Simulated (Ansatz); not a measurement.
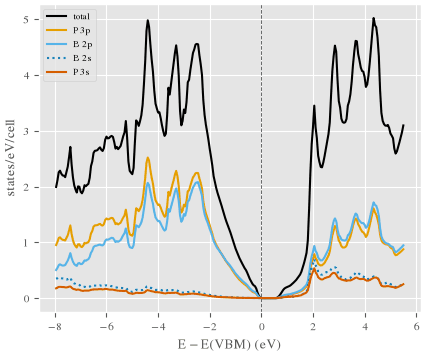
Total and projected density of states of BP in space group P4_2/mnm (No. 136; B on 4f, P on 4g), plane-wave PAW r²SCAN (Ansatz code)

Q: Which orbitals carry the states next to the gap?

A: Top 1 eV of the valence band: B 2p 51 %, P 3p 46 %. Bottom 1 eV of the conduction band: B 2p 32 %, P 3p 28 %, P 3s 11 %, B 2s 10 %, outside the projected shells 20 %. Projections are on Löwdin-orthogonalised atomic valence shells; empty p or d shells of many metals are not among them.

Q: Where is the tallest occupied peak in this window, and what makes it?

A: Near -4.4 eV, about 5.0 states/eV per cell; the largest projected share is P 3p.

The start of the workflow was typed in or built on a structure type; neither database checked (COD, Materials Project) lists it. It is not the phase usual at ambient conditions (space group No. 216). The r²SCAN relaxation kept the symmetry of its start; its stability against distortions is not shown here.

Potentials: the earlier of the program's two PAW sets.
